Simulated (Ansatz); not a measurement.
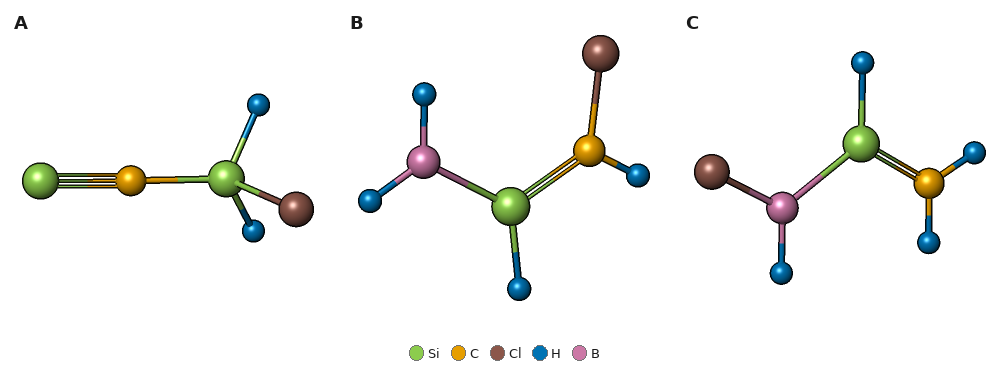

Simulated data, not a measurement (program: Ansatz).

```xyz
8
charge 0, multiplicity 1
B    -0.7369    1.5051   -0.2650
Si    0.4698    0.1707    0.5016
C     0.4540   -1.4953   -0.0045
Cl   -0.5744   -2.1708   -1.1867
H    -1.5089    1.1628   -1.1069
H    -0.7141    2.6435    0.0916
H     1.4856    0.4209    1.5510
H     1.1249   -2.2369    0.4189
```

Which panel shows the molecule in this file?

B. The file holds CH4BClSi, `B/[SiH]=C\Cl`.
